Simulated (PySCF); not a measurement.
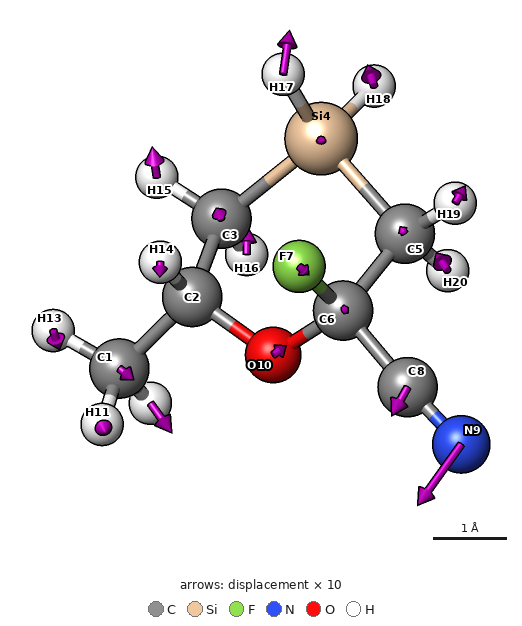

A relaxation of C₆H₁₀FNOSi. The starting structure is drawn; purple arrows show the displacements, 10 times their true length. The two geometries are superimposed by the best rigid fit.

A ball-and-stick model, seen at a tilt.

The start comes from GFN2-xTB.

These are results of PBE0-D3(BJ)/def2-SVP geometry optimisation, gas phase in PySCF 2.14.0, density-fitted response routines, not measurements. 

### Which element moves most?

Nitrogen: up to 0.11 Å, against 0.07 Å for hydrogen.

### What did the optimiser do to the structure, and how much energy did it gain?

The atom that moves furthest after the best rigid fit is the N atom (0.11 Å). By element the largest moves are N 0.11 Å, H 0.07 Å, C 0.05 Å, O 0.03 Å, F 0.02 Å, Si 0.01 Å. Among the contacts that change: H–Si 1.464 → 1.493 Å, C–F 1.403 → 1.382 Å, C–C 1.467 → 1.485 Å, C–Si 1.902 → 1.885 Å. Bond angles that change, for instance: H–Si–H 112.7° → 109.2°, C–C–C 108.6° → 111.1°. Over 8 geometry steps the energy falls by 2.05 kcal/mol.
